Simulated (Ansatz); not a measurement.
The starting structures come from a database of crystals and need not be the phases stable at ambient conditions.

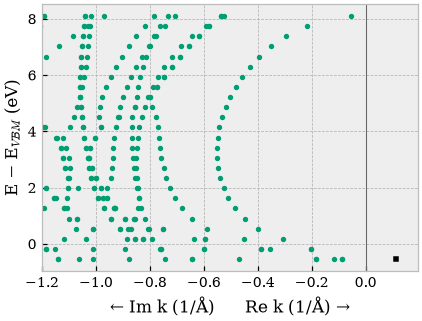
Complex bands at the centre of the two-dimensional zone; r2SCAN (Ansatz, a program for electronic structure)

No gap correction and no spin-orbit coupling; mid-gap values are interpolated between computed energies.

### Question
This is CsAlF₄ (P-62m, not sure to be the ambient phase, 18 atoms a cell, 15.9 Å³ an atom) along the normal of (100). Read off the slowest decay at the centre of the two-dimensional zone at 4.14 eV, the computed energy nearest the middle of the gap.

### Answer
κ ≈ 0.54 1/Å, a decay length 1/(2κ) of the density of 0.92 Å.
